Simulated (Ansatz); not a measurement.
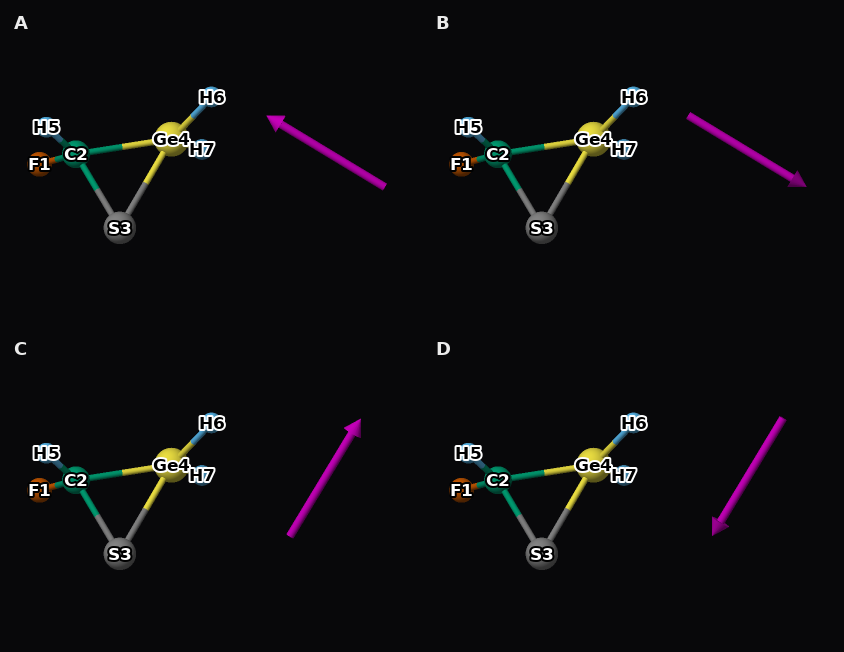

The same molecule four times, each with an arrow. The computed structure is the end point of a PBE-D4/def2-SVP optimisation. No frequency run is at hand to confirm it as a minimum. Level of theory: RKS PBE-D4/def2-SVP (Ansatz 0.2.0).

**Which arrow points along the dipole moment, from the negative to the positive end?**

C. The dipole moment is 2.25 D; it points from the side of F1, S3 to the side of H6 (the outermost atoms at the two ends).
